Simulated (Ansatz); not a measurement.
CH$_{3}$OS: several calculations on one system

## 1. Relaxation

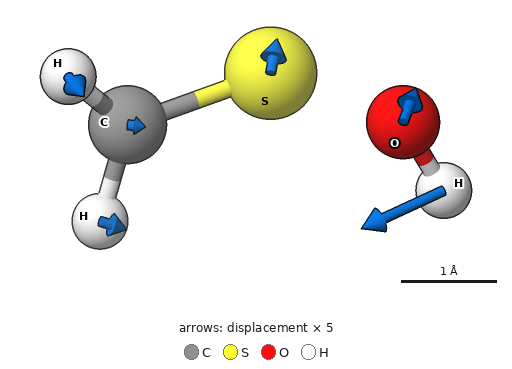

A relaxation of CH₃OS (charge −1). The starting structure is drawn; blue arrows show the displacements, magnified 5 times. The two geometries are superimposed by the best rigid fit.

The picture is a ball-and-stick view, seen at a tilt.

The run prepares an end point of a later path (torsion) calculation, from a guessed geometry.

The calculation used RKS PBE0-D4/def2-SVPD (Ansatz 0.2.0).

Input file:
```yaml
crystal:
  periodic: [false, false, false]
  atoms:
    - { symbol: C, position_ang: [-0.81668, 0.23313, -0.80691] }
    - { symbol: S, position_ang: [0.68727, -0.3544, -0.55926] }
    - { symbol: O, position_ang: [1.4588, -0.00683, 1.21372] }
    - { symbol: H, position_ang: [-1.68811, -0.29627, -0.43454] }
    - { symbol: H, position_ang: [-0.97093, 1.27684, -1.0572] }
    - { symbol: H, position_ang: [1.32965, -0.85247, 1.64418] }
total_charge: -1
basis:
  gaussian: { orbitals: def2-SVPD }
hamiltonian:
  xc: pbe0
  dispersion: d4
relax:
  f_tol: 0.015
  max_steps: 40
```

Run as
```bash
ansatz run input.yaml --threads 1 --pin off --max-ram 2048MiB --backend cpu --events-out ev --progress --plain --runs-dir out
```

Atoms of which element are displaced furthest, and by how much?

Hydrogen: up to 0.20 Å, against 0.10 Å for oxygen.

Describe the change and its energy.

After 7 accepted moves (8 points after the start) the energy has fallen by 2.82 kJ/mol. The largest force component goes from 0.65 to 0.0045 eV/Å. The line search rejected the trial step at point 4 of the run. The largest move after the best rigid fit is that of H6, 0.20 Å. Largest moves by element: H 0.20 Å, O 0.10 Å, S 0.09 Å, C 0.04 Å. Among the contacts that change: C1–H5 1.084 → 1.100 Å, C1–S2 1.634 → 1.649 Å, C1–H4 1.086 → 1.100 Å, O3–H6 0.958 → 0.963 Å. Cost: 15 s on 1 thread of Intel(R) Xeon(R) 6975P-C (Granite Rapids) (shared host), peak memory 0.19 GiB.

## 2. Relaxation

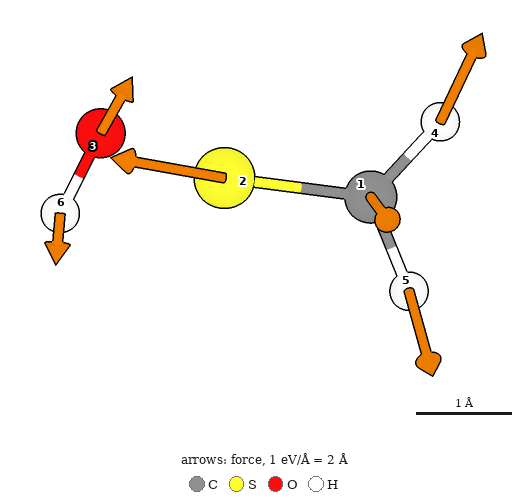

Starting geometry of CH$_{3}$OS (charge −1) with the computed forces as orange arrows. Style: ball-and-stick. Shown at a tilt.

The run prepares an end point of a later path (torsion) calculation, from a guessed geometry.

Method: RKS PBE0-D4/def2-SVPD in Ansatz 0.2.0.

Input file:
```yaml
crystal:
  periodic: [false, false, false]
  atoms:
    - { symbol: C, position_ang: [-0.81668, 0.23313, -0.80691] }
    - { symbol: S, position_ang: [0.68727, -0.3544, -0.55926] }
    - { symbol: O, position_ang: [1.48847, -1.31637, -2.07326] }
    - { symbol: H, position_ang: [-1.68811, -0.29627, -0.43454] }
    - { symbol: H, position_ang: [-0.97093, 1.27684, -1.0572] }
    - { symbol: H, position_ang: [2.0789, -0.65093, -2.42777] }
total_charge: -1
basis:
  gaussian: { orbitals: def2-SVPD }
hamiltonian:
  xc: pbe0
  dispersion: d4
relax:
  f_tol: 0.015
  max_steps: 40
output:
  orbitals: {}
```

Command:
```bash
ansatz run input.yaml --threads 1 --pin off --max-ram 2048MiB --backend cpu --events-out ev --progress --plain --runs-dir out
```

Q: What follows when this structure is relaxed?

A: It isn't relaxed: the largest force vector, on S2, is 0.68 eV/Å. The final displacements follow the starting forces only in part (cosine between the two patterns 0.40). The atom that moves furthest after the best rigid fit is H6 (0.27 Å). Largest moves by element: H 0.27 Å, S 0.15 Å, C 0.15 Å, O 0.08 Å. Among the contacts that change: C1–H5 1.084 → 1.100 Å, C1–S2 1.634 → 1.649 Å, C1–H4 1.086 → 1.100 Å, O3–H6 0.958 → 0.963 Å. Over 6 geometry steps the energy falls by 3.33 kcal/mol. Largest force component: 0.6 eV/Å at the start, 0.0096 eV/Å at the end.

## 3. Path

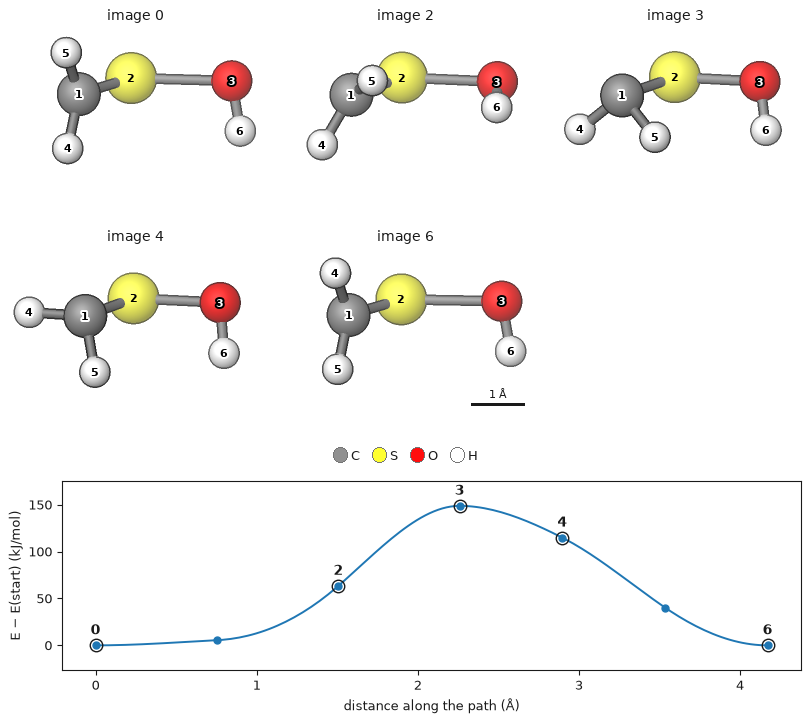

A search for the minimum-energy path of CH$_{3}$OS (charge −1) by the nudged elastic band. Images are numbered from 0 (start) to 6 (end). Style: ball-and-stick. Shown at a tilt.

These are results of RKS PBE0-D4/def2-SVPD (Ansatz), not measurements. Set-up: 5 movable images; climbing image; force threshold 0.05 eV/Å; iteration limit 60; starting path by image-dependent pair potential.

Question: Read off the barrier and say what moves.

Answer: The two ends have the same energy, and the highest point, image 3, lies 148.8 kJ/mol above the start. The motion is a rotation about the C1–S2 bond by about 180°. No bond forms or breaks between the ends. Bond angles that change up to the highest image, for instance: S2–C1–H4 121.2° → 99.3°, S2–C1–H5 121.0° → 101.3°. The band is converged. At the top, the vibrational analysis gives one imaginary mode (535i cm⁻¹), as a transition state must have.

The run took 2 min on 1 thread of Intel(R) Xeon(R) 6975P-C (Granite Rapids), with other jobs on the host, peak memory 0.27 GiB.
